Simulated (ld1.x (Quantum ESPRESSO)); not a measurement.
# Eu: pseudopotential generation (part 2 of 2)

Continued. System: europium (Eu, Z = 63), core [Kr] 4d10, reference valence 4f6 5s2 5p6 5d1 6s2 6p0, valence charge 17. Method: TM potential, PBE, scalar-relativistic, made with ld1.x (Quantum ESPRESSO) 7.5.

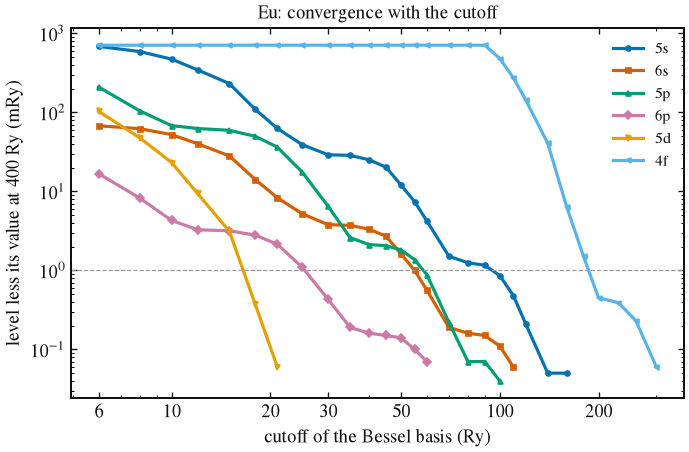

Fig. 2: The pseudo-atom Hamiltonian at the reference potential is diagonalised in spherical Bessel functions (20 bohr box) up to the cutoff. Curves: distance of each valence level from its value at 400 Ry.

- Hardest occupied shell: 4f: its level needs 200 Ry to come within 1 mRy, against 100 Ry for 5s.
- Cutoffs from which each level stays within 1 mRy: 5s: 100 Ry; 6s: 60 Ry; 5p: 60 Ry; 6p: 30 Ry; 5d: 18 Ry; 4f: 200 Ry.
- Cutoffs for 10 and 1 mRy in the occupation-weighted sum of levels: 180 Ry and 300 Ry, on the ladder of cutoffs that was run.

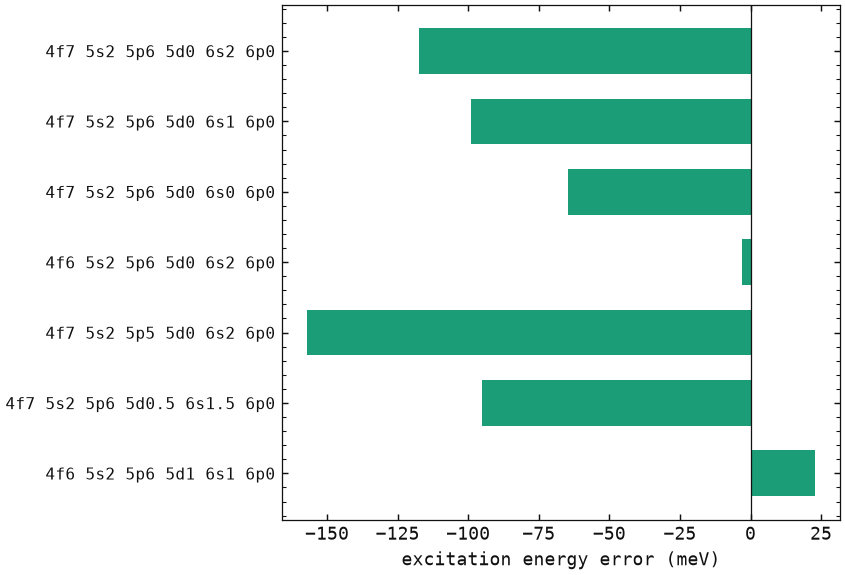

Fig. 3: Errors, all-electron minus pseudo, of the energies of valence configurations relative to the unpolarised reference 4f6 5s2 5p6 5d1 6s2 6p0.

- Worst configuration: 4f7 5s2 5p5 5d0 6s2 6p0 (charge +1): the error is -157 meV on an all-electron energy of +25.40 eV relative to the reference, or 0.62 %.
- Errors in meV: 4f7 5s2 5p6 5d0 6s2 6p0: -117; 4f7 5s2 5p6 5d0 6s1 6p0: -99; 4f7 5s2 5p6 5d0 6s0 6p0: -65; 4f6 5s2 5p6 5d0 6s2 6p0: -2.9; 4f7 5s2 5p5 5d0 6s2 6p0: -157; 4f7 5s2 5p6 5d0.5 6s1.5 6p0: -95; 4f6 5s2 5p6 5d1 6s1 6p0: +23.
- Configurations within 10 meV and within 50 meV: 1 and 2 of 7.

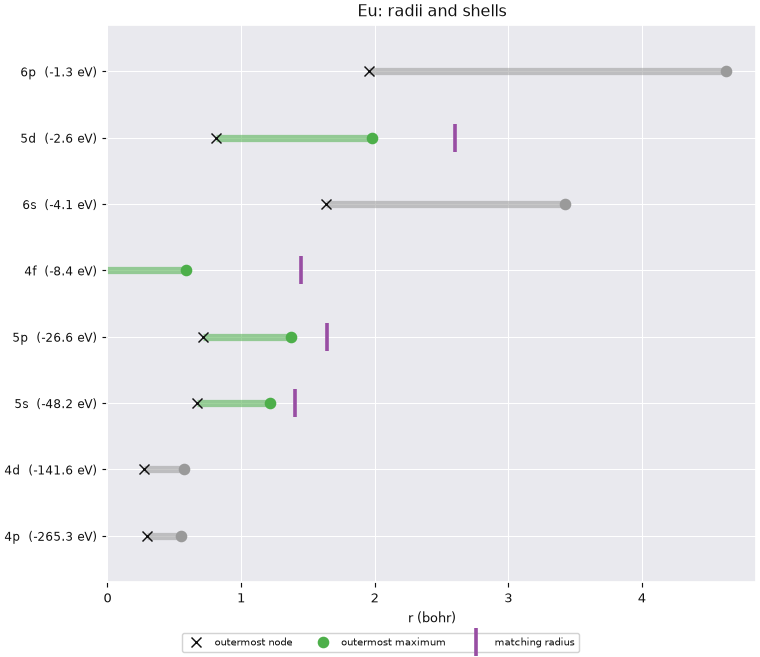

Fig. 4: Outer shells of the all-electron reference atom: each bar runs from the outermost node (or the nucleus) to the outermost maximum of u(r); the tick is the radius chosen for the pseudo-wave. Shells without a tick have no pseudo-wave of their own. Levels, nodes and maxima are from ld1.x, scalar-relativistic.

- Radii against the shells: 5s: 1.40 bohr, outside the maximum; 5p: 1.64 bohr, outside the maximum; 4f: 1.45 bohr, outside the maximum; 5d: 2.60 bohr, outside the maximum.

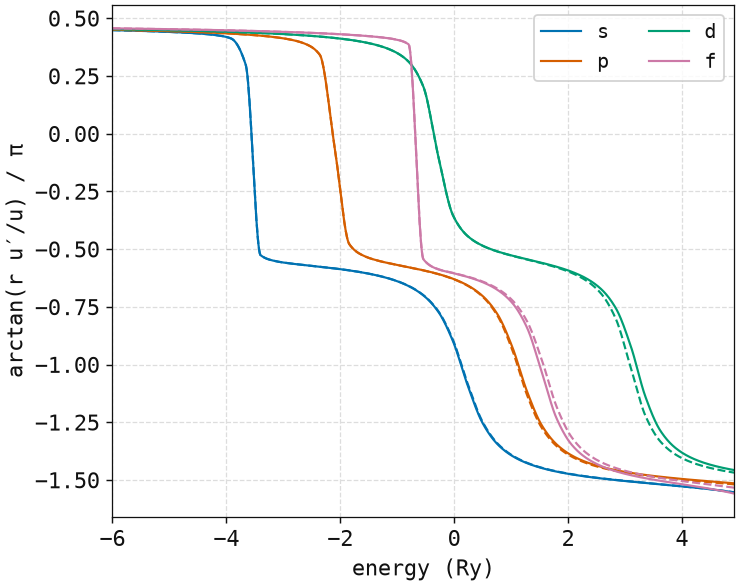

Fig. 5: Unwrapped phase arctan(r u′/u) in units of π against energy, all-electron (solid) and pseudo (dashed); the pseudo phase is matched to the all-electron one at the reference energy. Here u = r R(r). A near-vertical step is a level narrower than the spacing of the points behind the curves.

- Range over which the phases agree within 0.05 rad: s: over the whole range drawn; p: up to about 1.2 Ry; d: up to about 2.5 Ry; f: up to about 1.1 Ry.
- Ghost states: the plot shows none: the two phases stay within 0.31 rad of each other in all channels drawn. The separate test gives: no ghost state below the valence levels in the s, p, d, f channels.

Input:
```
 &input
   title='Eu', zed=63., rel=1, dft='PBE', iswitch=3,
   config='[Xe] 4f6 5d1 6s2 6p0',
   nld=4, rlderiv=2.85, eminld=-6.0, emaxld=5.0, deld=0.02
 /
 &inputp
   pseudotype=2, tm=.true., lloc=-1, rcloc=1.95,
   nlcc=.false.,
   file_pseudopw='Eu.UPF', file_wfcaegen='ae.wfc', file_wfcncgen='nc.wfc', file_beta='beta', file_chi='chi'
 /
4
5S  1  0   2.00   0.00  1.40  1.40  0.0
5P  2  1   6.00   0.00  1.64  1.64  0.0
5D  3  2   1.00   0.00  2.60  2.60  0.0
4F  4  3   6.00   0.00  1.45  1.45  0.0
 &test
   configts(1)='4f6 5s2 5p6 5d1 6s2 6p0'
 /
```

Input of the test run:
```
 &input
   title='Eu', zed=63., rel=1, dft='PBE', iswitch=2,
   config='[Xe] 4f6 5d1 6s2 6p0'
 /
 &test
   file_pseudo='Eu.UPF', nconf=8,
   configts(1)='4f6 5s2 5p6 5d1 6s2 6p0',
   configts(2)='4f7 5s2 5p6 5d0 6s2 6p0',
   configts(3)='4f7 5s2 5p6 5d0 6s1 6p0',
   configts(4)='4f7 5s2 5p6 5d0 6s0 6p0',
   configts(5)='4f6 5s2 5p6 5d0 6s2 6p0',
   configts(6)='4f7 5s2 5p5 5d0 6s2 6p0',
   configts(7)='4f7 5s2 5p6 5d0.5 6s1.5 6p0',
   configts(8)='4f6 5s2 5p6 5d1 6s1 6p0'
 /
```

Run as:
```bash
ld1.x < Eu.in > Eu.out
```

Results in brief:

- outcome: generated
- cutoffs needed: 180 Ry and 300 Ry (the cutoffs, on a coarse ladder, from which the occupation-weighted sum of valence levels, in a spherical-Bessel basis at the reference potential, stays within 10 and 1 mRy of its value at 400 Ry); ghost states and empty shells don't enter this sum
- ghost test: no ghost state below the valence levels in the s, p, d, f channels (spherical-Bessel basis up to 400 Ry, 20 bohr box)
- largest excitation error: -157 meV (all-electron minus pseudo) for 4f7 5s2 5p5 5d0 6s2 6p0, out of 7 test configurations
- range over which the phases arctan(r u′/u) at the test radius agree within 0.05 rad (a looser test near the poles than one of phase shifts): s: over the whole range computed; p: up to about 1.2 Ry; d: up to about 2.5 Ry; f: up to about 1.1 Ry
- hardware: 1 CPU thread, shared host
- wall time: 2.4 s
